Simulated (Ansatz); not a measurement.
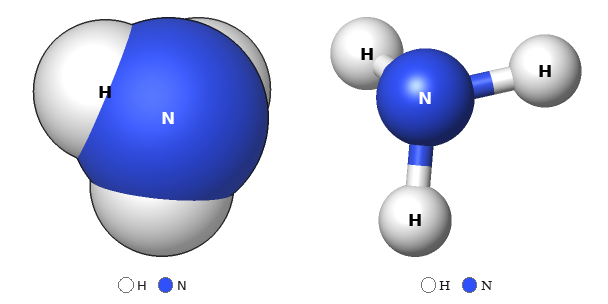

Both panels show the same species.

> Count the atoms of each element.

NH3, 4 atoms: 1 nitrogen and 3 hydrogen.

> Which point group does it belong to?

C3v.

> How many sets of symmetry-equivalent atoms are there?

2: 3 H, 1 N.

The parts below concern this one geometry. Atoms keep their numbers from picture to picture. The geometry was computed by an optimisation with PBE0-D4/def2-TZVP.

## Geometry

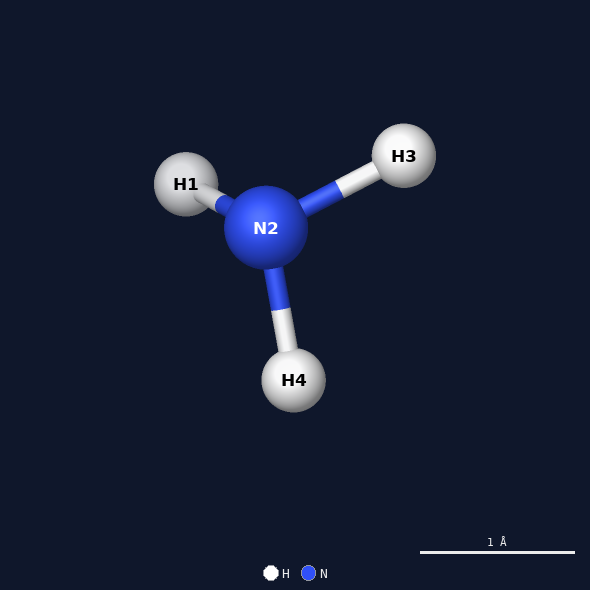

Numbered structure.

What are the angles H1–N2–H3?

```json
{"angle": "H1–N2–H3", "degrees": "107.1"}
```

## Vibrations

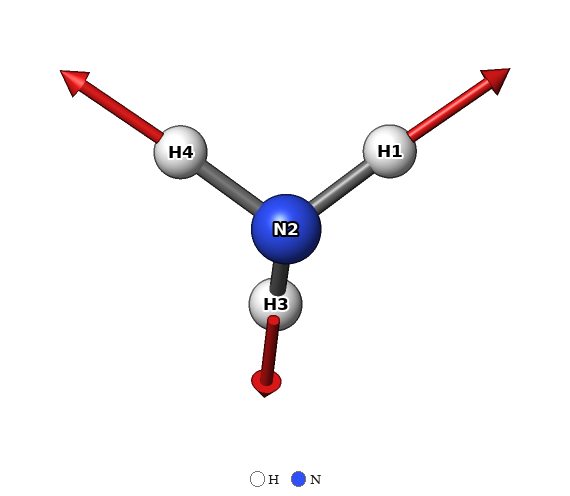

The arrows show one normal mode. Harmonic vibrations computed with RKS PBE0-D4/def2-TZVP (Ansatz 0.2.0) at a stationary point of the same level.

> Describe the motion.

Mostly in-phase stretching of 3 N–H bonds.

> At what wavenumber does it lie?

3502 cm⁻¹; it is mode 4 of 6 counted from the lowest.

## Electronic properties

Level of theory: RKS PBE0-D4/def2-TZVPP (Ansatz 0.2.0).

> What is the HOMO–LUMO gap?

8.61 eV.

> Estimate the HOMO energy (Kohn–Sham orbital).

−7.58 eV.

## Charges

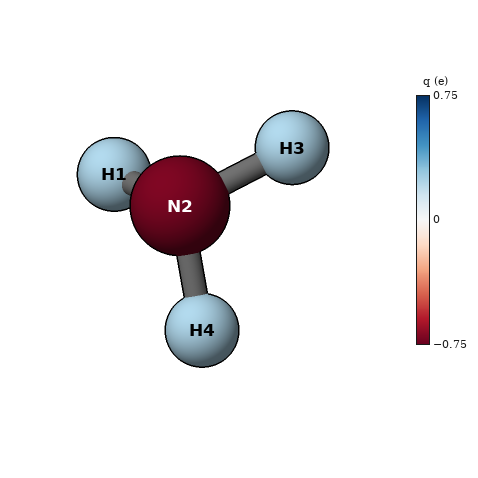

Atoms are coloured by their Mulliken charges. Method: RKS PBE0-D4/def2-TZVP (Ansatz 0.2.0).

List the Mulliken charges.

```json
{"atom": "H1", "value (e)": "0.23"}
{"atom": "N2", "value (e)": "−0.70"}
{"atom": "H3", "value (e)": "0.23"}
{"atom": "H4", "value (e)": "0.23"}
```

Mulliken values depend strongly on the basis set and can even reverse the polarity of a bond.
